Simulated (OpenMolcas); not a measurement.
**Energy and gradient calculation of AlPH₆ (part 2 of 3)**

The same run, continued: AlPH₆; CASSCF/ANO-R1, sfX2C (OpenMolcas 26.06). The geometry comes from this level: GFN2-xTB.

Geometry of the input (Å):
```
Al 0.0000  0.0000  0.0000
P  0.0000  0.0000  2.5307
H  1.5587  0.0000  -0.1697
H  -0.7840  -1.3495  -0.1577
H  -0.7818  1.3508  -0.1561
H  -0.6005  1.0134  3.2543
H  1.1643  0.0138  3.2771
H  -0.5860  -1.0187  3.2579
```

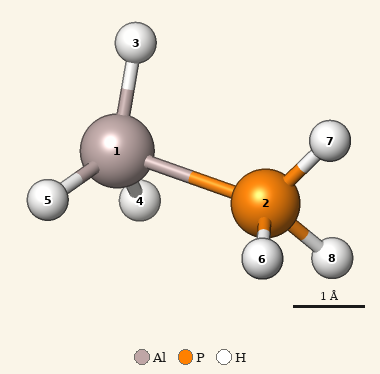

**Figure 1.** The input geometry (ball-and-stick view, seen at a tilt; atoms are numbered from 1 in the order of the input). Sticks mark near contacts.

Output, continued
```
      Natural orbitals and occupation numbers for root  2
      sym 1:   1.986982   1.063970   1.997934   0.000429   0.937057   0.013628

      Natural orbitals and occupation numbers for root  3
      sym 1:   1.997529   1.974653   0.999557   0.001372   1.000534   0.026354

      Natural orbitals and occupation numbers for root  4
      sym 1:   1.989851   1.026395   1.998007   0.972702   0.005704   0.007341

      Natural orbitals and occupation numbers for root  5
      sym 1:   1.996280   1.972808   1.000042   0.999026   0.005045   0.026800

      Natural orbitals and occupation numbers for root  6
      sym 1:   1.009533   1.966990   1.999612   0.994547   0.000738   0.028579

      ************************************************************************************************************************
      *                                                    Final results                                                     *
      ************************************************************************************************************************

++    Final optimization conditions:
      ------------------------------

      Average CI energy                            -587.11161117
      RASSCF energy for state  1                   -587.36222527
      Super-CI energy                                -0.00000000
      RASSCF energy change                           -0.00000000
      Max change in MO coefficients              -1.245E-05
      Max non-diagonal density matrix element     1.374E-05
      Maximum BLB matrix element                 -3.212E-06
      (orbital pair  18,  22 in symmetry   1)
      Norm of electronic gradient            1.021E-01
--

      Final state energy(ies):
      ------------------------

::    RASSCF root number  1 Total energy:   -587.36222527
::    RASSCF root number  2 Total energy:   -587.08118190
::    RASSCF root number  3 Total energy:   -587.06932568
::    RASSCF root number  4 Total energy:   -587.06589024
::    RASSCF root number  5 Total energy:   -587.05789114
::    RASSCF root number  6 Total energy:   -587.03315281
      Von Neumann Entropy (Root   1) =  0.10864

      Mulliken population analysis for root number:  1
      -----------------------------------------------

++    Molecular charges:
      ------------------

      Mulliken charges per centre
      ---------------------------

                AL1     P2      H3      H4      H5      H6      H7      H8
      Total   12.6152 15.1293  1.1652  1.2504  1.2504  0.8629  0.8640  0.8627

      N-E      0.3848 -0.1293 -0.1652 -0.2504 -0.2504  0.1371  0.1360  0.1373

      Total electronic charge=   34.000000

      Total            charge=   -0.000000
--

      Expectation values of various properties for root number:  1
      -----------------------------------------------------------

++    Molecular properties:
      ---------------------

      Charge (e):
                      =   -0.0000
      Dipole Moment (debye):
      Origin of the operator (angstrom)=   -0.0005    0.0002    1.3712
                   X=  1.8846E-01               Y= -2.4725E-03               Z=  4.9203E+00           Total=  4.9239E+00
      Quadrupole Moment (debye*angstrom):
      Origin of the operator (angstrom)=   -0.0005    0.0002    1.3712
                  XX= -3.3579E+01              XY=  4.6895E-03              XZ= -2.6219E-01              YY= -3.4168E+01
                  YZ= -5.9446E-04              ZZ= -2.9047E+01
      In traceless form (debye*angstrom)
                  XX= -1.9719E+00              XY=  7.0343E-03              XZ= -3.9329E-01              YY= -2.8547E+00
                  YZ= -8.9169E-04              ZZ=  4.8266E+00
--

      LoProp population analysis for root number:  1
      -----------------------------------------------

++    LoProp analysis:
      ----------------

++    Static properties:
      ------------------

      LoProp Charges per center

                   AL1      P2       H3       H4       H5       H6       H7       H8
      Nuclear     13.0000  15.0000   1.0000   1.0000   1.0000   1.0000   1.0000   1.0000
      Electronic -12.7769 -14.9126  -1.1697  -1.2042  -1.2042  -0.9108  -0.9112  -0.9105

      Total        0.2231   0.0874  -0.1697  -0.2042  -0.2042   0.0892   0.0888   0.0895
--

      Natural Bond Order analysis for root number:  1

++    Natural Bond Order analysis
      ---------------------------
      Based on LoProp computed density
      -------------------------------------------------------------------------------------
      Atom A       Atom B       Bond Order | Atom A       Atom B       Bond Order
        P2           H6             0.777  |   P2           H7             0.777
        P2           H8             0.777  |
      -------------------------------------------------------------------------------------
      NBO located      4.662 electrons involved in    3 bonds.
      NBO located      0.991 non-bonded electrons on atom AL1
      NBO located      1.000 non-bonded electrons on atom AL1
      NBO located      0.999 non-bonded electrons on atom AL1
      NBO located      0.998 non-bonded electrons on atom AL1
      NBO located      0.998 non-bonded electrons on atom AL1
      NBO located      1.000 non-bonded electrons on atom P2
      NBO located      0.992 non-bonded electrons on atom P2
      NBO located      0.997 non-bonded electrons on atom P2
      NBO located      0.994 non-bonded electrons on atom P2
      NBO located      0.994 non-bonded electrons on atom P2
      The remaining    4.657 electrons are to be considered as diffuse
--

--

      Von Neumann Entropy (Root   2) =  1.05937

      Mulliken population analysis for root number:  2
      -----------------------------------------------

++    Molecular charges:
      ------------------

      Mulliken charges per centre
      ---------------------------

                AL1     P2      H3      H4      H5      H6      H7      H8
      Total   12.7297 15.5021  0.8939  1.1770  1.1750  0.8411  0.8398  0.8414

      N-E      0.2703 -0.5021  0.1061 -0.1770 -0.1750  0.1589  0.1602  0.1586

      Total electronic charge=   34.000000

      Total            charge=   -0.000000
--

      Expectation values of various properties for root number:  2
      -----------------------------------------------------------

++    Molecular properties:
      ---------------------

      Charge (e):
                      =   -0.0000
      Dipole Moment (debye):
      Origin of the operator (angstrom)=   -0.0005    0.0002    1.3712
                   X=  3.1844E+00               Y=  1.1273E-02               Z=  3.1650E+00           Total=  4.4898E+00
      Quadrupole Moment (debye*angstrom):
      Origin of the operator (angstrom)=   -0.0005    0.0002    1.3712
                  XX= -3.1434E+01              XY= -1.7544E-02              XZ= -5.1716E+00              YY= -3.7939E+01
                  YZ= -8.1173E-03              ZZ= -4.6321E+01
      In traceless form (debye*angstrom)
                  XX=  1.0696E+01              XY= -2.6316E-02              XZ= -7.7574E+00              YY=  9.3833E-01
                  YZ= -1.2176E-02              ZZ= -1.1634E+01
--

      LoProp population analysis for root number:  2
      -----------------------------------------------

++    LoProp analysis:
      ----------------

++    Static properties:
      ------------------

      LoProp Charges per center

                   AL1      P2       H3       H4       H5       H6       H7       H8
      Nuclear     13.0000  15.0000   1.0000   1.0000   1.0000   1.0000   1.0000   1.0000
      Electronic -12.9360 -15.0843  -0.8492  -1.1476  -1.1457  -0.9466  -0.9437  -0.9469

      Total        0.0640  -0.0843   0.1508  -0.1476  -0.1457   0.0534   0.0563   0.0531
--

      Natural Bond Order analysis for root number:  2

++    Natural Bond Order analysis
      ---------------------------
      Based on LoProp computed density
      -------------------------------------------------------------------------------------
      Atom A       Atom B       Bond Order | Atom A       Atom B       Bond Order
        P2           H6             0.776  |   P2           H8             0.775
      -------------------------------------------------------------------------------------
      NBO located      3.102 electrons involved in    2 bonds.
      NBO located      0.989 non-bonded electrons on atom AL1
      NBO located      1.000 non-bonded electrons on atom AL1
      NBO located      0.999 non-bonded electrons on atom AL1
      NBO located      0.998 non-bonded electrons on atom AL1
      NBO located      0.998 non-bonded electrons on atom AL1
      NBO located      1.000 non-bonded electrons on atom P2
      NBO located      0.999 non-bonded electrons on atom P2
      NBO located      0.998 non-bonded electrons on atom P2
      NBO located      0.993 non-bonded electrons on atom P2
      NBO located      0.994 non-bonded electrons on atom P2
      The remaining    5.687 electrons are to be considered as diffuse
--

--

      Von Neumann Entropy (Root   3) =  1.10944

      Mulliken population analysis for root number:  3
      -----------------------------------------------

++    Molecular charges:
      ------------------

      Mulliken charges per centre
      ---------------------------

                AL1     P2      H3      H4      H5      H6      H7      H8
      Total   13.0116 15.4991  1.1165  0.9219  0.9241  0.8417  0.8430  0.8421

      N-E     -0.0116 -0.4991 -0.1165  0.0781  0.0759  0.1583  0.1570  0.1579

      Total electronic charge=   34.000000

      Total            charge=   -0.000000
--

      Expectation values of various properties for root number:  3
      -----------------------------------------------------------

++    Molecular properties:
      ---------------------

      Charge (e):
                      =   -0.0000
      Dipole Moment (debye):
      Origin of the operator (angstrom)=   -0.0005    0.0002    1.3712
                   X= -2.2254E+00               Y= -1.4736E-02               Z=  3.3985E+00           Total=  4.0623E+00
      Quadrupole Moment (debye*angstrom):
      Origin of the operator (angstrom)=   -0.0005    0.0002    1.3712
                  XX= -3.7293E+01              XY=  2.8280E-02              XZ=  3.4034E+00              YY= -3.2040E+01
                  YZ=  3.5196E-02              ZZ= -4.7795E+01
      In traceless form (debye*angstrom)
                  XX=  2.6246E+00              XY=  4.2420E-02              XZ=  5.1051E+00              YY=  1.0504E+01
                  YZ=  5.2794E-02              ZZ= -1.3129E+01
--

      LoProp population analysis for root number:  3
      -----------------------------------------------

++    LoProp analysis:
      ----------------

++    Static properties:
      ------------------

      LoProp Charges per center

                   AL1      P2       H3       H4       H5       H6       H7       H8
      Nuclear     13.0000  15.0000   1.0000   1.0000   1.0000   1.0000   1.0000   1.0000
      Electronic -13.1259 -15.0928  -1.1380  -0.9064  -0.9085  -0.9416  -0.9451  -0.9417

      Total       -0.1259  -0.0928  -0.1380   0.0936   0.0915   0.0584   0.0549   0.0583
--

      Natural Bond Order analysis for root number:  3

++    Natural Bond Order analysis
      ---------------------------
      Based on LoProp computed density
      -------------------------------------------------------------------------------------
      Atom A       Atom B       Bond Order
        P2           H6             0.775
      -------------------------------------------------------------------------------------
      NBO located      1.549 electrons involved in    1 bonds.
      NBO located      0.989 non-bonded electrons on atom AL1
      NBO located      1.000 non-bonded electrons on atom AL1
      NBO located      0.998 non-bonded electrons on atom AL1
      NBO located      0.999 non-bonded electrons on atom AL1
      NBO located      0.999 non-bonded electrons on atom AL1
      NBO located      0.994 non-bonded electrons on atom P2
      NBO located      0.998 non-bonded electrons on atom P2
      NBO located      0.999 non-bonded electrons on atom P2
      NBO located      1.000 non-bonded electrons on atom P2
      NBO located      1.000 non-bonded electrons on atom P2
      The remaining    7.295 electrons are to be considered as diffuse
--

--

      Von Neumann Entropy (Root   4) =  1.06222

      Mulliken population analysis for root number:  4
      -----------------------------------------------

++    Molecular charges:
      ------------------

      Mulliken charges per centre
      ---------------------------

                AL1     P2      H3      H4      H5      H6      H7      H8
      Total   12.9801 15.3426  0.8483  1.1408  1.1386  0.8482  0.8542  0.8472

      N-E      0.0199 -0.3426  0.1517 -0.1408 -0.1386  0.1518  0.1458  0.1528

      Total electronic charge=   34.000000

      Total            charge=   -0.000000
--

      Expectation values of various properties for root number:  4
      -----------------------------------------------------------

++    Molecular properties:
      ---------------------

      Charge (e):
                      =   -0.0000
      Dipole Moment (debye):
      Origin of the operator (angstrom)=   -0.0005    0.0002    1.3712
                   X=  3.3250E+00               Y=  1.3752E-02               Z=  2.3007E+00           Total=  4.0435E+00
      Quadrupole Moment (debye*angstrom):
      Origin of the operator (angstrom)=   -0.0005    0.0002    1.3712
                  XX= -4.5659E+01              XY= -6.7635E-03              XZ= -5.4300E+00              YY= -5.2083E+01
                  YZ= -2.4769E-02              ZZ= -4.4928E+01
      In traceless form (debye*angstrom)
                  XX=  2.8467E+00              XY= -1.0145E-02              XZ= -8.1450E+00              YY= -6.7898E+00
                  YZ= -3.7154E-02              ZZ=  3.9430E+00
--

      LoProp population analysis for root number:  4
      -----------------------------------------------

++    LoProp analysis:
      ----------------

++    Static properties:
      ------------------

      LoProp Charges per center

                   AL1      P2       H3       H4       H5       H6       H7       H8
      Nuclear     13.0000  15.0000   1.0000   1.0000   1.0000   1.0000   1.0000   1.0000
      Electronic -12.7120 -14.9762  -0.9149  -1.2275  -1.2255  -0.9814  -0.9822  -0.9803

      Total        0.2880   0.0238   0.0851  -0.2275  -0.2255   0.0186   0.0178   0.0197
--

      Natural Bond Order analysis for root number:  4
```
